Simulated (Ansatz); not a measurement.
## Electronic structure of AlH2N2 (SMILES N#[N+][AlH2]) (charge +1) in real space

```xyz
5

Al    0.7856    0.3255    0.0658
N    -0.0205   -1.5636   -2.4699
N     0.2522   -0.9246   -1.6121
H     2.2447    0.7228   -0.2925
H    -0.5187    0.2905    0.9102
```

Geometry: B3LYP/6-31G*.

Computed with isolated molecule in a Gaussian basis; Kohn-Sham density functional theory, functional PBE0 in Ansatz 0.2.0.

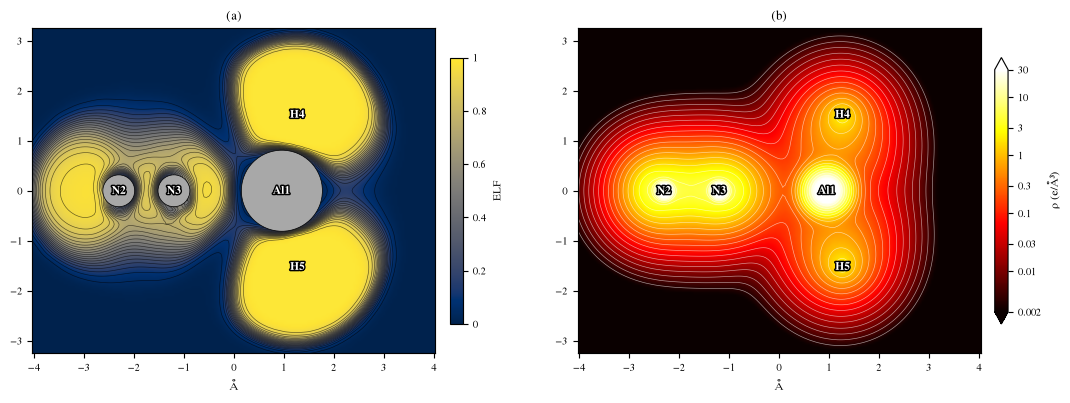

Figure 1. (a) ELF; (b) electron density on the molecular plane. Grey discs cover the atomic cores in the ELF map.

Q: Read the bonding off the picture.

A:
- The section cuts through Al, N and H sites.
- N–N (1.10 Å): ρ is about 4.6 e/Å³ halfway; the ELF peaks at about 0.85 between the atoms: a multiple bond.
- Al–N (2.16 Å): the density is about 0.35 e/Å³ at the midpoint; the ELF peaks at about 0.95 in the valence shell of N, 0.6 Å from its nucleus, and is about 0.65 at the midpoint.
- Al–H (1.55 Å): the density is about 0.62 e/Å³ at the midpoint; the ELF climbs to about 1 towards the hydrogen.
- The ELF also peaks beside N2, away from the bonds: lone-pair regions.

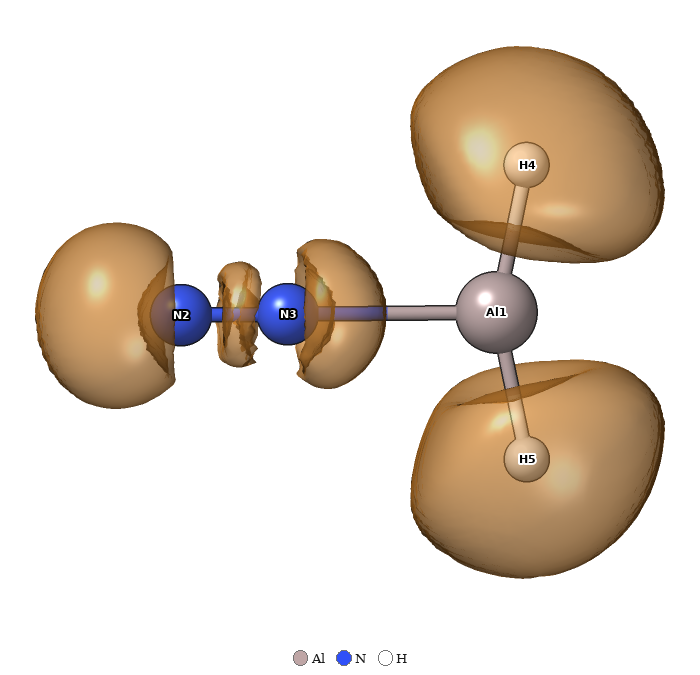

Figure 2. Isosurface of the electron localisation function at 0.8 (orange), seen across its widest extent. Core shells and regions of very low density are left out.

Q: Where are the electrons localised?

A: The ELF exceeds this value in one region between bonded N–N atoms (shared pairs), two regions around hydrogen nuclei, one lobe of the valence shell of N pointing towards Al and one lobe on N, pointing away from the bonds (lone pairs).

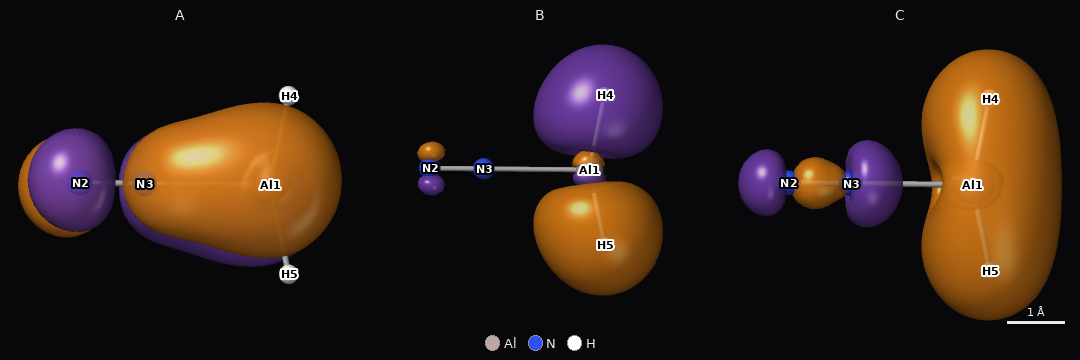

Figure 3. Three frontier orbitals at ±0.1 Å⁻³ᐟ² (orange and purple are the two phases), in no order.

Q: Which picture is the HOMO−1, the HOMO and the LUMO?

A: C is the HOMO−1 (−17.04 eV). It lies mainly on Al1 (about 50 %), H4 (about 20 %), H5 (about 20 %) and N3 (about 5 %); it is symmetric in the molecular plane (an in-plane orbital: σ, lone-pair or in-plane π type). B is the HOMO (−15.21 eV). It lies mainly on Al1 (about 40 %), H4 (about 30 %) and H5 (about 30 %); it is symmetric in the molecular plane (an in-plane orbital: σ, lone-pair or in-plane π type). A is the LUMO (−8.34 eV). By Hirshfeld shares it lies mainly on Al1 (about 45 %), N2 (about 25 %) and N3 (about 25 %); it changes sign across the molecular plane (π type); π-bonding across Al1–N3; π-antibonding (a node) across N2–N3.

Q: What is the HOMO–LUMO gap?

A: 6.87 eV between the orbital energies.
